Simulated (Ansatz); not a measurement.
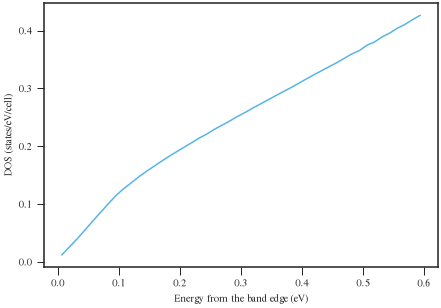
*Density of states of GaP (F-43m) below the valence band maximum, Ansatz (an electronic-structure program) with r2SCAN with spin-orbit coupling, rigid bands; cell volume 40.2 Å³.*

Problem. What effective density of states at 300 K does this give (∫ g(E) exp(−E/k_BT) dE, both spins, divided by the cell's size)?

Solution. 2.2e19 cm⁻³, a density-of-states mass of 0.91 mₑ, valleys and band degeneracy included.

Geometry: cell and atoms relaxed with PBEsol.
